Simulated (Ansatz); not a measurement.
**GeH4SCl2: geometry relaxation**

GeH4SCl2, computed with RKS PBE/def2-SVP (Ansatz 0.2.0).

It belongs to a series of runs on one base structure; here: end point B relaxed. Figures and captions count atoms from 1; the log counts them from 0 in places.

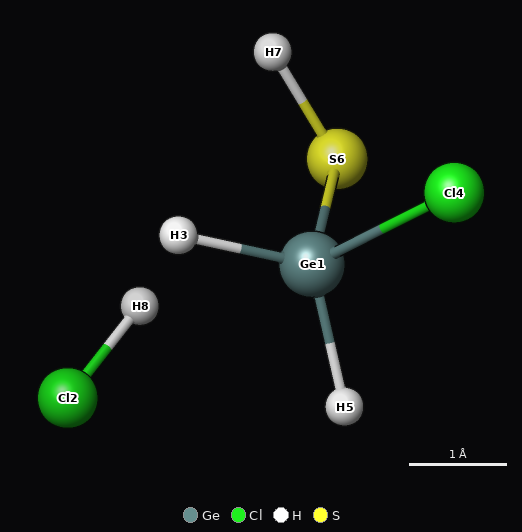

Figure 1. The input geometry (ball-and-stick view, seen at a tilt; atoms are numbered from 1 in the order of the input). Sticks mark near contacts. Bond lengths as drawn: Cl–Ge 2.19 Å, Cl–H 1.34 Å, Ge–H 1.54 Å, Ge–S 2.25 Å and H–S 1.36 Å.

The input
```yaml
crystal:
  periodic: [false, false, false]
  atoms:
    - { symbol: Ge, position_ang: [0.00814, 0.646558, -0.147818] }
    - { symbol: Cl, position_ang: [0.523938, -0.889556, 2.869484] }
    - { symbol: H, position_ang: [1.15094, -0.38643, -0.216607] }
    - { symbol: Cl, position_ang: [-0.329776, 1.325462, -2.199615] }
    - { symbol: H, position_ang: [-1.344271, 0.16107, 0.406128] }
    - { symbol: S, position_ang: [0.609888, 2.409114, 1.120466] }
    - { symbol: H, position_ang: [1.900323, 2.394673, 0.681593] }
    - { symbol: H, position_ang: [0.750418, 0.43151, 2.794369] }
basis:
  gaussian: { orbitals: def2-SVP }
hamiltonian:
  xc: pbe
relax:
  f_tol: 0.03
  max_steps: 50
output:
  orbitals: {}
```

Launch command:
```bash
ansatz run input.yaml --threads 2 --pin off --max-ram 3072MiB --backend cpu --events-out ev --progress --plain --runs-dir out
```

Log
```
The last accepted step is kept in [file] (removed where the run ends without a failure and the disk answers)
Engine: ansatz 0.2.0, x86_64-unknown-linux-gnu
Functional definition: PBE
  parameter kappa = 0.804
  parameter beta = 0.06672455060314922
  exchange = pbe_x(kappa = kappa, mu = beta*pi^2/3)
  correlation = pbe_c(beta = beta)
1178 factors; their error is unknown
mean field evaluation 1: about -92422.7909 eV, gradient 2.6e1 eV
mean field evaluation 2: about -92422.3528 eV, gradient 3.3e1 eV
mean field evaluation 4: about -92423.9053 eV, gradient 1.2e0 eV
mean field evaluation 8: about -92423.8350 eV, gradient 7.7e-2 eV
mean field evaluation 16: about -92423.8350 eV, gradient 1.6e-5 eV
mean field -92423.83498180 eV, -3396.5132884558 hartree, gradient 1.6e-5 eV, S^2 0.000000; 0 other end points of the search recorded, 0 dependent functions left out
the calculation of the forces begins
reference -92423.83501432 eV, -3396.5132896509 hartree; 43, 43 occupied and 63, 63 virtual orbitals, 1178 factors
relax step   1: F+E_penalty+E_count = -92423.83498180 eV  Δ(F+E_penalty+E_count) = +0.000e0 eV  max|allowed force component| = 7.626e-1 eV/Å  Δτ_max = 0.0000 Å  (24 SCF iters, accepted)
these checks for a lower state are left out or cut short: starts, cluster_reference, orbital_swaps, neighbouring_geometries, increment
1178 factors; their error is unknown
mean field -92423.83287859 eV, -3396.5132111642 hartree, gradient 2.8e-5 eV, S^2 0.000000; 0 other end points of the search recorded, 0 dependent functions left out
the calculation of the forces begins
reference -92423.83291048 eV, -3396.5132123362 hartree; 43, 43 occupied and 63, 63 virtual orbitals, 1178 factors
relax step   2: F+E_penalty+E_count = -92423.83287859 eV  Δ(F+E_penalty+E_count) = +2.103e-3 eV  max|allowed force component| = 1.234e0 eV/Å  Δτ_max = 0.1930 Å  (29 SCF iters, rejected (line search))
these checks for a lower state are left out or cut short: starts, cluster_reference, orbital_swaps, neighbouring_geometries, increment
1178 factors; their error is unknown
mean field -92423.86580179 eV, -3396.5144210697 hartree, gradient 5.5e-5 eV, S^2 0.000000; 0 other end points of the search recorded, 0 dependent functions left out
the calculation of the forces begins
reference -92423.86583401 eV, -3396.5144222537 hartree; 43, 43 occupied and 63, 63 virtual orbitals, 1178 factors
relax step   3: F+E_penalty+E_count = -92423.86580179 eV  Δ(F+E_penalty+E_count) = -3.082e-2 eV  max|allowed force component| = 3.008e-1 eV/Å  Δτ_max = 0.0965 Å  (23 SCF iters, accepted)
these checks for a lower state are left out or cut short: starts, cluster_reference, orbital_swaps, neighbouring_geometries, increment
1178 factors; their error is unknown
mean field evaluation 32: about -92423.8779 eV, gradient 1.3e-4 eV
mean field -92423.87791015 eV, -3396.5148660435 hartree, gradient 1.4e-5 eV, S^2 0.000000; 0 other end points of the search recorded, 0 dependent functions left out
the calculation of the forces begins
reference -92423.87794217 eV, -3396.5148672201 hartree; 43, 43 occupied and 63, 63 virtual orbitals, 1178 factors
relax step   4: F+E_penalty+E_count = -92423.87791015 eV  Δ(F+E_penalty+E_count) = -1.211e-2 eV  max|allowed force component| = 3.226e-1 eV/Å  Δτ_max = 0.0974 Å  (26 SCF iters, accepted)
these checks for a lower state are left out or cut short: starts, cluster_reference, orbital_swaps, neighbouring_geometries, increment
1178 factors; their error is unknown
mean field -92423.88384086 eV, -3396.5150839931 hartree, gradient 3.5e-5 eV, S^2 0.000000; 0 other end points of the search recorded, 0 dependent functions left out
the calculation of the forces begins
reference -92423.88387282 eV, -3396.5150851677 hartree; 43, 43 occupied and 63, 63 virtual orbitals, 1178 factors
relax step   5: F+E_penalty+E_count = -92423.88384086 eV  Δ(F+E_penalty+E_count) = -5.931e-3 eV  max|allowed force component| = 1.500e-1 eV/Å  Δτ_max = 0.0739 Å  (23 SCF iters, accepted)
these checks for a lower state are left out or cut short: starts, cluster_reference, orbital_swaps, neighbouring_geometries, increment
1178 factors; their error is unknown
mean field -92423.88489514 eV, -3396.5151227371 hartree, gradient 3.2e-5 eV, S^2 0.000000; 0 other end points of the search recorded, 0 dependent functions left out
the calculation of the forces begins
reference -92423.88492723 eV, -3396.5151239165 hartree; 43, 43 occupied and 63, 63 virtual orbitals, 1178 factors
relax step   6: F+E_penalty+E_count = -92423.88489514 eV  Δ(F+E_penalty+E_count) = -1.054e-3 eV  max|allowed force component| = 6.035e-2 eV/Å  Δτ_max = 0.0487 Å  (23 SCF iters, accepted)
these checks for a lower state are left out or cut short: starts, cluster_reference, orbital_swaps, neighbouring_geometries, increment
1178 factors; their error is unknown
mean field -92423.88574761 eV, -3396.5151540647 hartree, gradient 2.6e-5 eV, S^2 0.000000; 0 other end points of the search recorded, 0 dependent functions left out
the calculation of the forces begins
reference -92423.88577975 eV, -3396.5151552460 hartree; 43, 43 occupied and 63, 63 virtual orbitals, 1178 factors
relax step   7: F+E_penalty+E_count = -92423.88574761 eV  Δ(F+E_penalty+E_count) = -8.525e-4 eV  max|allowed force component| = 1.321e-2 eV/Å  Δτ_max = 0.0199 Å  (24 SCF iters, accepted)
1178 factors; their error is unknown
mean field evaluation 64: about -92423.8857 eV, gradient 1.0e-4 eV
```

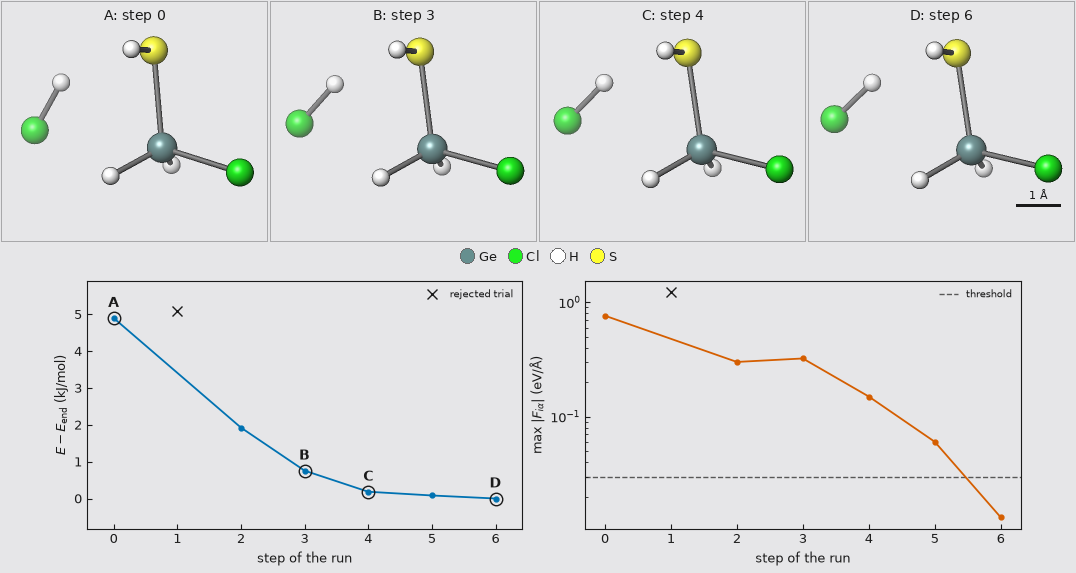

Figure 2. Frames of the relaxation (ball-and-stick view, seen at a tilt) above the curves, on which the letters mark them (the first geometry is step 0 here and step 1 in the log).

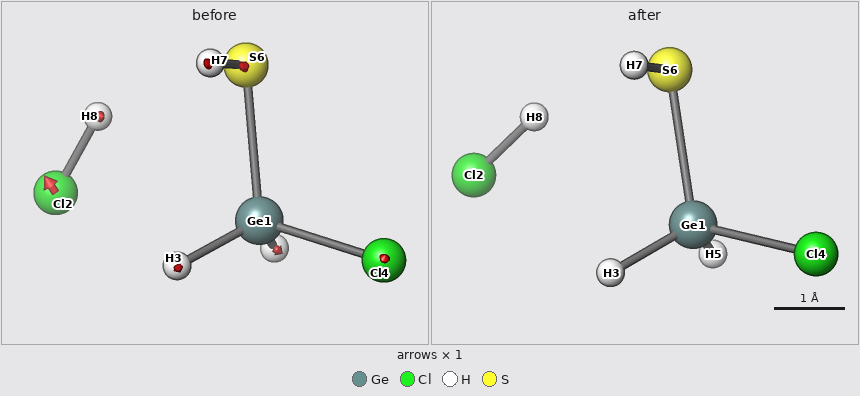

Figure 3. Before (left) and after (right) the relaxation, at one scale (ball-and-stick view, seen at a tilt). The red arrows give the displacements, at true length. Cl2 moves most after the best rigid fit: 0.31 Å. By element the largest moves are Cl 0.31 Å, S 0.15 Å, H 0.15 Å, Ge 0.08 Å. Among the contacts that change: Cl2–H8 1.342 → 1.322 Å, Ge1–S6 2.253 → 2.263 Å, Ge1–Cl4 2.187 → 2.180 Å. The energy falls by 4.90 kJ/mol in 6 geometry steps. The largest force component goes from 0.76 to 0.013 eV/Å. The line search rejected the trial step at point 1 (counted from 0) and went back. (Atoms are counted from 1 in the order of the input.)

```
mean field -92423.88574761 eV, -3396.5151540647 hartree, gradient 2.6e-5 eV, S^2 0.000000; 1 other end points of the search recorded, 0 dependent functions left out
the calculation of the forces begins
reference -92423.88577975 eV, -3396.5151552460 hartree; 43, 43 occupied and 63, 63 virtual orbitals, 1178 factors
Total energy: -92423.88577975 eV, -3396.5151552460 hartree
Atom 0 at    -0.034957     0.626221    -0.211559 Å, force     0.000971     0.013209     0.007106 eV/Å
Atom 1 at     0.707880    -0.759212     3.083382 Å, force     0.003225    -0.001521     0.002930 eV/Å
Atom 2 at     1.070117    -0.448271    -0.272020 Å, force    -0.000041     0.000412     0.001712 eV/Å
Atom 3 at    -0.261624     1.430775    -2.224942 Å, force     0.000623     0.001953    -0.007710 eV/Å
Atom 4 at    -1.418966     0.157797     0.278587 Å, force    -0.002218    -0.004715     0.000826 eV/Å
Atom 5 at     0.568533     2.287135     1.202041 Å, force    -0.003739    -0.002815    -0.008576 eV/Å
Atom 6 at     1.864980     2.302796     0.780161 Å, force     0.001036    -0.005323     0.001780 eV/Å
Atom 7 at     0.773637     0.495159     2.672350 Å, force     0.000143    -0.001200     0.001933 eV/Å
Dipole moment:     0.162070     0.074582    -0.066868 e Å
```

Trajectory as extended XYZ (Å, eV, eV/Å), 7 frames, from step=1 to step=7
```
8
Properties=species:S:1:pos:R:3:forces:R:3 step=1 energy=-92423.83498
Ge    0.0081    0.6466   -0.1478   -0.0413   0.0030  -0.1823
Cl    0.5239   -0.8896    2.8695    0.1637   0.7626   0.0772
H     1.1509   -0.3864   -0.2166   -0.0050  -0.0005   0.0102
Cl   -0.3298    1.3255   -2.1996    0.0007  -0.0006  -0.0014
H    -1.3443    0.1611    0.4061   -0.0009  -0.0005   0.0023
S     0.6099    2.4091    1.1205    0.0300  -0.0592   0.1501
H     1.9003    2.3947    0.6816   -0.0002   0.0032   0.0005
H     0.7504    0.4315    2.7944   -0.1470  -0.7080  -0.0566
8
Properties=species:S:1:pos:R:3:forces:R:3 step=2 energy=-92423.83288 accepted=F
Ge   -0.0004    0.6551   -0.1773   -0.0408  -0.0168  -0.1430
Cl    0.5866   -0.8692    3.0509    0.1186   1.2342  -0.4243
H     1.1417   -0.3787   -0.2407   -0.0048  -0.0209   0.0006
Cl   -0.3351    1.3486   -2.2243    0.0261   0.0151   0.0894
H    -1.3516    0.1699    0.3801   -0.0056  -0.0126   0.0014
S     0.6132    2.3625    1.1693   -0.0169  -0.0888   0.0558
H     1.9015    2.3727    0.7231    0.0072  -0.0153   0.0181
H     0.7137    0.4315    2.6269   -0.0837  -1.0949   0.4019
8
Properties=species:S:1:pos:R:3:forces:R:3 step=3 energy=-92423.86580
Ge   -0.0071    0.6399   -0.1833    0.0094   0.0116   0.0160
Cl    0.5695   -0.8375    2.9367    0.0766   0.3008   0.0435
H     1.1317   -0.3982   -0.2399   -0.0059  -0.0087  -0.0243
Cl   -0.3247    1.3595   -2.2180   -0.0029   0.0081  -0.0253
H    -1.3584    0.1533    0.3727   -0.0195  -0.0079  -0.0288
S     0.5963    2.3624    1.1488    0.0307  -0.0372   0.0718
H     1.8952    2.3511    0.7338   -0.0125   0.0023  -0.0056
H     0.7670    0.4620    2.7573   -0.0760  -0.2690  -0.0473
8
Properties=species:S:1:pos:R:3:forces:R:3 step=4 energy=-92423.87791
Ge   -0.0105    0.6386   -0.1882    0.0058   0.0009   0.0200
Cl    0.6166   -0.8131    3.0063    0.0343   0.3226  -0.0597
H     1.1226   -0.4058   -0.2500   -0.0030  -0.0055  -0.0174
Cl   -0.3206    1.3783   -2.2147    0.0025   0.0189  -0.0214
H    -1.3656    0.1503    0.3581   -0.0124  -0.0019  -0.0144
S     0.6007    2.3390    1.1749   -0.0088  -0.0537   0.0223
H     1.8975    2.3353    0.7536   -0.0043  -0.0092   0.0057
H     0.7289    0.4699    2.6680   -0.0142  -0.2721   0.0649
8
Properties=species:S:1:pos:R:3:forces:R:3 step=5 energy=-92423.88384
Ge   -0.0206    0.6286   -0.1992   -0.0221  -0.0332  -0.0264
Cl    0.6567   -0.7642    3.0446    0.0175   0.1409  -0.0233
H     1.1022   -0.4251   -0.2768    0.0046  -0.0107   0.0004
Cl   -0.2994    1.4141   -2.2137    0.0057   0.0208  -0.0088
H    -1.3884    0.1417    0.3145   -0.0134  -0.0095   0.0040
S     0.5875    2.2941    1.2021   -0.0041   0.0385   0.0032
H     1.8815    2.2987    0.7745    0.0173   0.0032   0.0095
H     0.7501    0.5045    2.6619   -0.0055  -0.1500   0.0414
8
Properties=species:S:1:pos:R:3:forces:R:3 step=6 energy=-92423.88489
Ge   -0.0357    0.6195   -0.2064    0.0543   0.0603  -0.0388
Cl    0.6907   -0.7540    3.0779    0.0041   0.0086  -0.0004
H     1.0779   -0.4455   -0.2783   -0.0085  -0.0081   0.0048
Cl   -0.2692    1.4383   -2.2159   -0.0098  -0.0233   0.0157
H    -1.4146    0.1405    0.2874    0.0000   0.0085   0.0052
S     0.5768    2.2875    1.1982   -0.0045  -0.0070   0.0099
H     1.8759    2.3060    0.7802   -0.0372  -0.0274  -0.0067
H     0.7679    0.5001    2.6648    0.0017  -0.0116   0.0104
8
Properties=species:S:1:pos:R:3:forces:R:3 step=7 energy=-92423.88575
Ge   -0.0350    0.6262   -0.2116    0.0010   0.0132   0.0071
Cl    0.7079   -0.7592    3.0834    0.0032  -0.0015   0.0029
H     1.0701   -0.4483   -0.2720    0.0000   0.0004   0.0017
Cl   -0.2616    1.4308   -2.2249    0.0006   0.0020  -0.0077
H    -1.4190    0.1578    0.2786   -0.0022  -0.0047   0.0008
S     0.5685    2.2871    1.2020   -0.0037  -0.0028  -0.0086
H     1.8650    2.3028    0.7802    0.0010  -0.0053   0.0018
H     0.7736    0.4952    2.6723    0.0001  -0.0012   0.0019
```

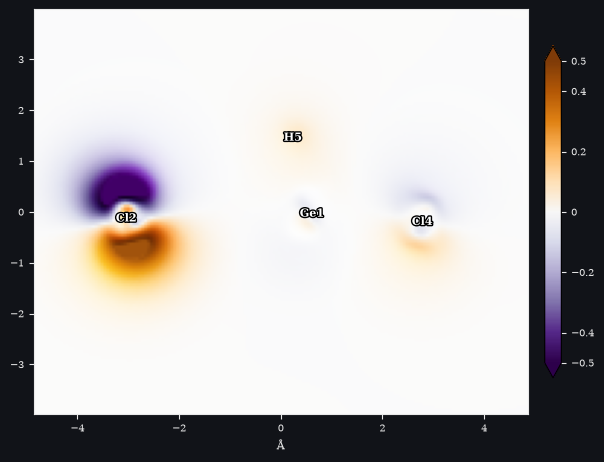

Figure 4. One frontier orbital on the plane of atoms Cl4, Ge1 and H5 (values in Å⁻³ᐟ²; the overall sign is arbitrary). The HOMO−1, at −7.26 eV.

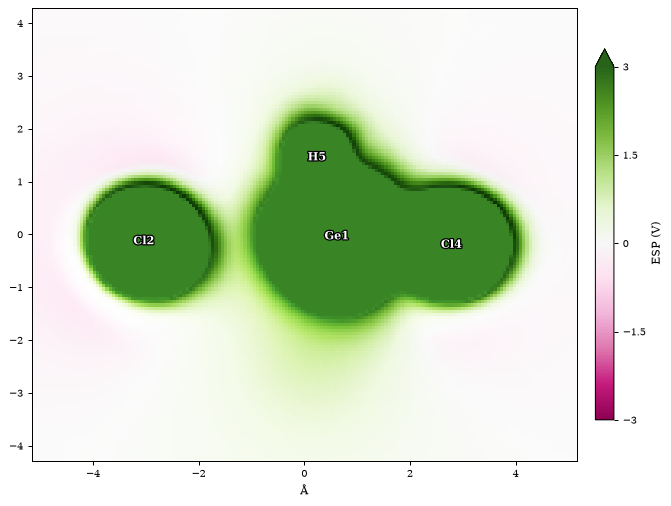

Figure 5. Molecular electrostatic potential on the plane of atoms Cl4, Ge1 and H5.

Key numbers

```json
{"quantity": "outcome", "value": "converged"}
{"quantity": "total energy", "value": "−92423.8858 eV"}
{"quantity": "mean-field energy", "value": "−92423.8858 eV"}
{"quantity": "largest force (length of the vector) at the end", "value": "0.015 eV/Å"}
{"quantity": "hardware", "value": "2 threads of Intel Xeon (Granite Rapids), 32 GiB of memory available, shared host"}
{"quantity": "wall time", "value": "8.1 s (CPU time 15 s)"}
{"quantity": "peak memory", "value": "0.17 GiB"}
```
